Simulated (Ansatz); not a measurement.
The figure comes from a scan of CsPbBr$_{3}$ (cubic perovskite): volume and axial ratio are varied about the relaxed values (subscript 0). Computed with PBE (plane waves to 420 eV, PAW, scalar-relativistic; Ansatz, a quantum-chemistry and plane-wave program). k mesh 6×6×6 (Γ-centred), Fermi-Dirac smearing 0.05 eV. The energy includes the smearing's −TS. CsPbBr3 was relaxed with its symmetry unable to fall. Spin-orbit coupling is left out, though Pb is heavy. This is a high-temperature form of CsPbBr3. ΔE is measured from the relaxed starting cell.

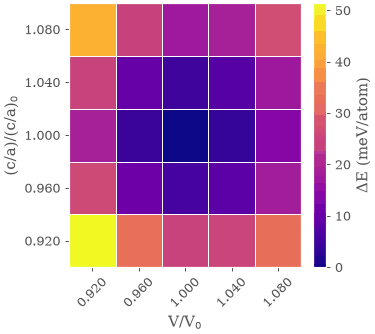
Figure. ΔE (meV/atom), one tile a computed point.

Q: List the plotted points as numbers.

A: To the nearest 5:

ΔE (meV/atom), with V/V₀ across and (c/a)/(c/a)₀ down:

| (c/a)/(c/a)₀ \ V/V₀ | 0.920 | 0.960 | 1.000 | 1.040 | 1.080 |
|---|---|---|---|---|---|
| 0.920 | 50 | 35 | 25 | 25 | 35 |
| 0.960 | 25 | 10 | 5 | 10 | 20 |
| 1.000 | 20 | 5 | 0 | 5 | 15 |
| 1.040 | 25 | 10 | 5 | 10 | 15 |
| 1.080 | 40 | 25 | 20 | 20 | 25 |

(A scan under strain: stresses follow from slopes of the energy per volume, elastic moduli from its curvatures.)
